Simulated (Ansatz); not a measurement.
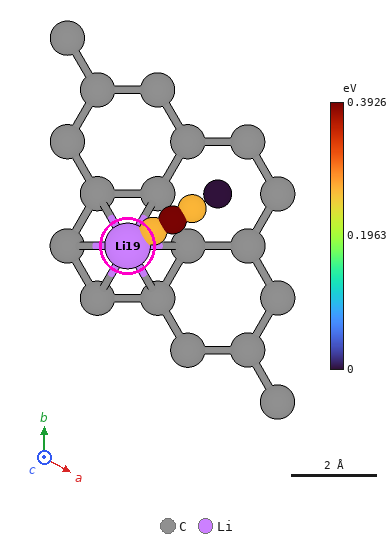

A nudged-elastic-band calculation for Li on graphene monolayer (19 atoms in the cell). Images are numbered from 0 (start) to 4 (end). The start is drawn whole; smaller spheres mark the moving atoms (Li) in the later images, joined by lines and coloured by the energy of the image relative to the start. A ball-and-stick model of the simulation cell, with the vacuum cut short (origin moved), seen along the c axis. The moving atom is ringed, with any periodic copies. Bonds to atoms that aren't drawn are left out.

Level of theory: DFT LDA, scalar-relativistic, plane waves, PAW in Ansatz 0.2.0.

Input
```yaml
crystal:
  lattice:
    - [7.398, 0.0, 0.0]
    - [-3.699, 6.406856, 0.0]
    - [0.0, 0.0, 12.0]
  atoms:
    - { symbol: C, position: [0.00759385, 0.00907462, 0.08544699] }
    - { symbol: C, position: [0.22980408, 0.12018091, 0.08544884] }
    - { symbol: C, position: [0.0070282, 0.3412903, 0.08446924] }
    - { symbol: C, position: [0.23036221, 0.45295888, 0.08447135] }
    - { symbol: C, position: [0.00702994, 0.6762921, 0.08447283] }
    - { symbol: C, position: [0.23036318, 0.78795908, 0.084479] }
    - { symbol: C, position: [0.34140652, 0.01004639, 0.08550558] }
    - { symbol: C, position: [0.56314259, 0.12017842, 0.08545004] }
    - { symbol: C, position: [0.34140901, 0.34191858, 0.08549964] }
    - { symbol: C, position: [0.56314522, 0.45352294, 0.08544662] }
    - { symbol: C, position: [0.34202911, 0.67629257, 0.08447795] }
    - { symbol: C, position: [0.56411682, 0.78733651, 0.08550534] }
    - { symbol: C, position: [0.67424803, 0.00907289, 0.08544987] }
    - { symbol: C, position: [0.89598495, 0.11920246, 0.08550084] }
    - { symbol: C, position: [0.67327442, 0.34191538, 0.08550024] }
    - { symbol: C, position: [0.89536215, 0.45295808, 0.08446922] }
    - { symbol: C, position: [0.67425061, 0.67573265, 0.08544886] }
    - { symbol: C, position: [0.89598854, 0.78733802, 0.08550094] }
    - { symbol: Li, position: [0.11866967, 0.56459721, 0.21995601] }
magnetization:
  spin_polarized: true
basis:
  ecutwfc: 420.0
kpoints:
  mp_grid: { grid: [2, 2, 1] }
hamiltonian:
  xc: lda
scf:
  occupations: { method: fermi_dirac, width: 0.05 }
  lower_state_search: "off"
neb:
  images: 3
  f_tol: 0.03
  initial_path: idpp
  max_iterations: 80
  spring: { min: 2.0, max: 10.0 }
  final_atoms:
    - { symbol: C, position: [0.00758394, 0.00906598, 0.08544886] }
    - { symbol: C, position: [0.22932187, 0.12067135, 0.08550094] }
    - { symbol: C, position: [0.00758136, 0.34240622, 0.08544987] }
    - { symbol: C, position: [0.22931828, 0.45253579, 0.08550084] }
    - { symbol: C, position: [0.00660775, 0.67524871, 0.08550024] }
    - { symbol: C, position: [0.22869548, 0.78629141, 0.08446922] }
    - { symbol: C, position: [0.34036327, 0.00962543, 0.08447283] }
    - { symbol: C, position: [0.56369651, 0.12129241, 0.084479] }
    - { symbol: C, position: [0.34092718, 0.34240795, 0.08544699] }
    - { symbol: C, position: [0.56313741, 0.45351424, 0.08544884] }
    - { symbol: C, position: [0.34036153, 0.67462363, 0.08446924] }
    - { symbol: C, position: [0.56369554, 0.78629221, 0.08447135] }
    - { symbol: C, position: [0.67536244, 0.0096259, 0.08447795] }
    - { symbol: C, position: [0.89745015, 0.12066984, 0.08550534] }
    - { symbol: C, position: [0.67473985, 0.34337972, 0.08550558] }
    - { symbol: C, position: [0.89647592, 0.45351175, 0.08545004] }
    - { symbol: C, position: [0.67474234, 0.67525191, 0.08549964] }
    - { symbol: C, position: [0.89647855, 0.78685627, 0.08544662] }
    - { symbol: Li, position: [0.452003, 0.89793054, 0.21995601] }
  order_check: true
```

Launched with:
```bash
ansatz run input.yaml --threads 2 --pin off --max-ram 5120MiB --backend cpu --events-out ev --progress --plain --runs-dir out
```

### Describe the path and its energy.

The adsorbate starts on a bridge site and hops by a lattice vector of the surface; other mechanisms, such as exchange with a surface atom, weren't searched. The Li atom travels furthest, 2.47 Å from end to end, on a path that bends up to 0.21 Å away from the straight line. At the highest image its nearest neighbour (C) is 2.03 Å away, against 2.17 Å at the start, and the surrounding atoms stand up to 0.07 Å off the mean of their end positions. The barrier is about 0.39 eV in both directions, with image 2 at the top; the ends have the same energy. The band converged in 8 iterations. The largest component of the band force went from 1.6 to 0.0096 eV/Å. The climbing image converged on the top of the path. A check of its curvatures didn't confirm a first-order saddle.

Limits of the set-up: the k-point mesh is coarse for a cell with partly filled bands; the periodic images lie only 7.4 Å apart, so the values are limited by the cell's size.

The run took 110 s on 2 threads of Intel(R) Xeon(R) 6975P-C (Granite Rapids) (shared host), peak memory 1.6 GiB.
